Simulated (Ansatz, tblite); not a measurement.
# In(H2S)F3 (F₃H₂InS): spin-state energies by level

Aim: set other spin states of In(H2S)F3 (F₃H₂InS) against its singlet, on many levels of theory.

Computed with Ansatz 0.2.0, Gaussian basis. Level: as each input shows.

The runs, in order: triplet, at the geometry of the singlet (GFN1-xTB, GFN2-xTB, PBE0-D4/def2-TZVP, PBE-D4/def2-TZVP, r2SCAN-D4/def2-TZVP); the singlet's energies come from earlier runs.

3 further runs of the same task are left out: 3 set aside as unsound or not needed.

### 1 The structure

The geometry is that of the singlet, from an earlier relaxation (PBE-D4/def2-SVP).

7 atoms, charge 0, spin multiplicity 1.

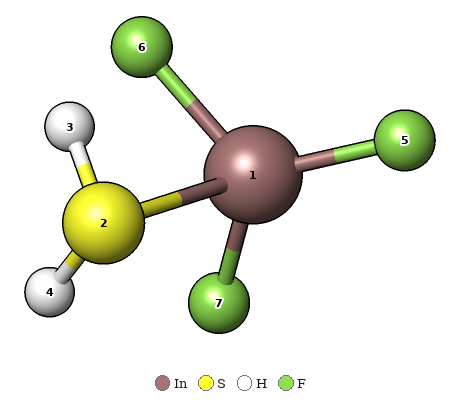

The geometry (indium brown, sulfur yellow, hydrogen white, fluorine green); atoms are numbered from 1 in the order of the file.

In takes a core potential in the def2 sets. No spin-orbit coupling is included.

### 2 Triplet at the fixed geometry, GFN1-xTB

Tight binding, by tblite at 300 K electronic temperature and without a spin-polarisation term:

```python
tblite.interface.Calculator('GFN1-xTB', numbers, positions, charge=0, uhf=2).singlepoint()
```

Energy -589.0068 eV; 0.008 s.

### 3 Triplet at the fixed geometry, GFN2-xTB

Tight binding, by tblite at 300 K electronic temperature and without a spin-polarisation term:

```python
tblite.interface.Calculator('GFN2-xTB', numbers, positions, charge=0, uhf=2).singlepoint()
```

Energy -535.1345 eV; 0.007 s.

### 4 Triplet at the fixed geometry, PBE0-D4/def2-TZVP

in.yaml reads:

```yaml
crystal:
  periodic: [false, false, false]
  atoms:
    - {symbol: In, position_ang: [0.323064, -0.231962, -0.978940]}
    - {symbol: S, position_ang: [0.244246, 0.040929, 1.739661]}
    - {symbol: H, position_ang: [-0.263949, 1.180887, 1.130569]}
    - {symbol: H, position_ang: [-0.970850, -0.581546, 1.701798]}
    - {symbol: F, position_ang: [2.158385, -0.414776, -1.654226]}
    - {symbol: F, position_ang: [-0.424362, 1.623230, -0.761217]}
    - {symbol: F, position_ang: [-1.066544, -1.616752, -1.177645]}
basis:
  gaussian: {orbitals: def2-TZVP}
magnetization: {spin_polarized: true, initial_magnetization: 2}
hamiltonian: {xc: pbe0, dispersion: d4}
scf: {omitted_lower_state_checks: [starts]}
output: {orbitals: {seedname: orbitals}}
```

Started as:

```console
> ansatz run in.yaml --threads 4 --pin off --events-out ev --progress --plain --max-ram 3916MiB
```

Output:

```text
Functional definition: PBE0
  name "PBE0"
  cite "Adamo & Barone, J. Chem. Phys. 110, 6158 (1999) doi:10.1063/1.478522"
  cite "Perdew, Burke & Ernzerhof, Phys. Rev. Lett. 77, 3865 (1996) doi:10.1103/PhysRevLett.77.3865"
  parent pbe
  parameter a = 0.25
  parameter kappa = 0.804
  parameter beta = 0.06672455060314922
  exchange = (1 - a)*pbe_x(kappa = kappa, mu = beta*pi^2/3) + a*exact_x
  correlation = pbe_c(beta = beta)
these checks for a lower state are left out or cut short: starts
1308 factors; their error is unknown
mean field evaluation 1: about -24172.2701 eV, gradient 5.2e1 eV
mean field evaluation 2: about -23967.1266 eV, gradient 1.9e2 eV
mean field evaluation 4: about -24179.4346 eV, gradient 2.8e1 eV
mean field evaluation 8: about -24182.0322 eV, gradient 1.1e0 eV
mean field evaluation 16: about -24182.1463 eV, gradient 8.0e-2 eV
mean field evaluation 32: about -24182.1474 eV, gradient 2.6e-3 eV
mean field -24182.14737142 eV, -888.6775246516 hartree, gradient 8.7e-6 eV, S^2 2.007585; 0 other end points of the search recorded, 0 dependent functions left out
reference -24182.14741945 eV, -888.6775264165 hartree; 34, 32 occupied and 158, 160 virtual orbitals, 1308 factors
Total energy: -24182.26977828 eV, -888.6820230207 hartree
Checks for a lower state left out: starts
```

Wall time 13 s (4 threads of Arm Neoverse V2, shared host); peak memory 0.97 GiB.

HOMO -4.38 eV, LUMO -8.11 eV (over both spins; with the spin held, an empty level of the minority spin lies below the top filled one); ⟨S²⟩ 2.008 (pure: 2.00).

### 5 Triplet at the fixed geometry, PBE-D4/def2-TZVP

start.molden holds the orbitals of an earlier run on this state, given as this run's starting guess.

Edit in.yaml of step 4 so:

```diff
@@ -11,5 +11,5 @@
 basis:
-  gaussian: {orbitals: def2-TZVP}
+  gaussian: {orbitals: def2-TZVP, initial_orbitals: start.molden}
 magnetization: {spin_polarized: true, initial_magnetization: 2}
-hamiltonian: {xc: pbe0, dispersion: d4}
+hamiltonian: {xc: pbe, dispersion: d4}
 scf: {omitted_lower_state_checks: [starts]}
```

Launched as before.

Output:

```text
Functional definition: PBE
  name "PBE"
  cite "Perdew, Burke & Ernzerhof, Phys. Rev. Lett. 77, 3865 (1996) doi:10.1103/PhysRevLett.77.3865"
  parent pbe
  parameter kappa = 0.804
  parameter beta = 0.06672455060314922
  exchange = pbe_x(kappa = kappa, mu = beta*pi^2/3)
  correlation = pbe_c(beta = beta)
these checks for a lower state are left out or cut short: starts
1205 factors; their error is unknown
mean field evaluation 1: about -24182.1514 eV, gradient 8.9e0 eV
mean field evaluation 2: about -24182.3837 eV, gradient 3.7e-1 eV
mean field evaluation 4: about -24182.3948 eV, gradient 6.4e-1 eV
mean field evaluation 8: about -24182.3859 eV, gradient 4.1e-4 eV
mean field evaluation 16: about -24182.3859 eV, gradient 7.1e-5 eV
mean field -24182.38586773 eV, -888.6862892294 hartree, gradient 2.8e-6 eV, S^2 2.002350; 0 other end points of the search recorded, 0 dependent functions left out
reference -24182.38593517 eV, -888.6862917076 hartree; 34, 32 occupied and 158, 160 virtual orbitals, 1205 factors
Total energy: -24182.52887779 eV, -888.6915447519 hartree
Checks for a lower state left out: starts
```

Wall time 6.5 s (4 threads of Arm Neoverse V2, shared host).

Report: HOMO -3.62 eV, LUMO -8.30 eV (over both spins; with the spin held, an empty level of the minority spin lies below the top filled one); ⟨S²⟩ 2.002 (pure: 2.00).

### 6 Triplet at the fixed geometry, r2SCAN-D4/def2-TZVP

Edit in.yaml of step 5 so:

```diff
@@ -13,3 +13,3 @@
 magnetization: {spin_polarized: true, initial_magnetization: 2}
-hamiltonian: {xc: pbe, dispersion: d4}
+hamiltonian: {xc: r2scan, dispersion: d4}
 scf: {omitted_lower_state_checks: [starts]}
```

Launched as before.

Output, shortened:

```text
Functional definition: r2SCAN
  name "r2SCAN"
  cite "Furness, Kaplan, Ning, Perdew & Sun, J. Phys. Chem. Lett. 11, 8208 (2020) doi:10.1021/acs.jpclett.0c02405"
  cite "Furness, Kaplan, Ning, Perdew & Sun, J. Phys. Chem. Lett. 11, 9248 (2020) doi:10.1021/acs.jpclett.0c03077"
  parent r2scan
[...]
1205 factors; their error is unknown
[...]
mean field -24192.22142281 eV, -889.0477392116 hartree, gradient 1.4e-6 eV, S^2 2.005318; 0 other end points of the search recorded, 0 dependent functions left out
reference -24192.22144885 eV, -889.0477401687 hartree; 34, 32 occupied and 158, 160 virtual orbitals, 1205 factors
Total energy: -24192.25521024 eV, -889.0489808767 hartree
Checks for a lower state left out: starts
```

It took 16 s on 4 threads of Arm Neoverse V2, shared host.

From the report: HOMO -3.71 eV, LUMO -8.46 eV (over both spins; with the spin held, an empty level of the minority spin lies below the top filled one); ⟨S²⟩ 2.005 (pure: 2.00).

### 7 Triplet less singlet, vertical

The singlet's energies are those of its earlier runs, whose logs aren't repeated here.

| level | triplet less singlet, vertical (eV) | time |
| --- | --- | --- |
| GFN1-xTB | +3.767 | 0.013 s |
| GFN2-xTB | +3.238 | 0.01 s |
| PBE-D4/def2-TZVP | +4.679 | 7.9 s |
| r2SCAN-D4/def2-TZVP | +5.030 | 19 s |
| PBE0-D4/def2-TZVP | +5.455 | 14 s |

Times add the two runs; a level without a time comes out of a correlated run. Tight binding without a spin term can't rank spin states.

### 8 Results

```
                                                quantity                                   value
triplet less singlet, vertical, functionals in def2-TZVP  +4.679 (PBE-D4) to +5.455 eV (PBE0-D4)
```

In words: All functionals put the triplet above the singlet, over a spread of 0.776 eV. The checks for a lower triplet were left out, so another state of that spin may lie lower. These are electronic energies, without zero-point motion, entropy or surroundings.
